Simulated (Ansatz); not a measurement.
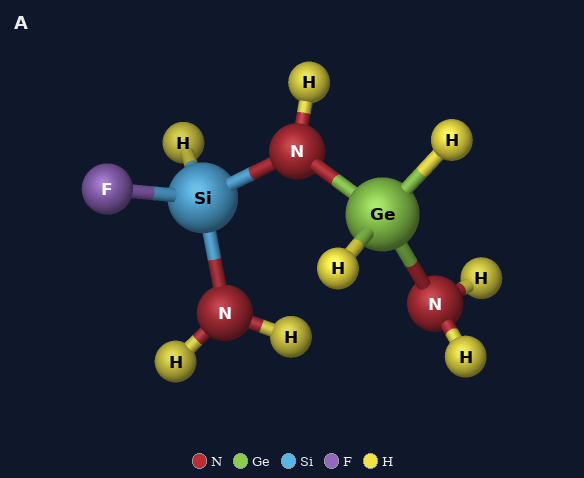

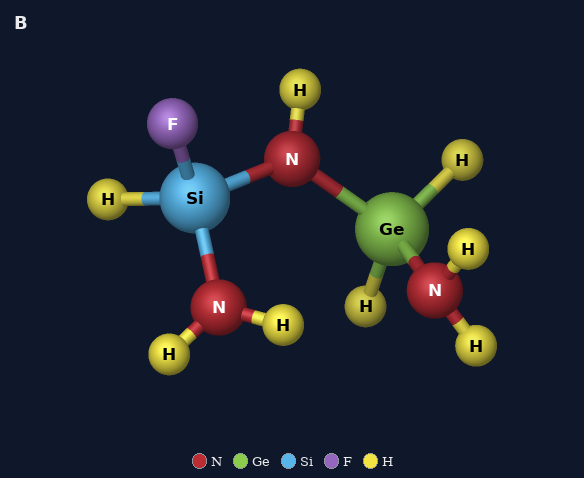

2 stationary structures of one formula. Geometries: PBE0-D4/def2-TZVP. Electronic energies: CCSD(T)/CBS (MP2 limit from def2-TZVPP and def2-QZVPP plus CCSD(T) − MP2) (Ansatz 0.2.0), without zero-point energy. No frequency run is at hand to confirm each as a minimum.

### Which is lowest in energy, and by how much?

B is lowest; A lies 0.015 eV above it.
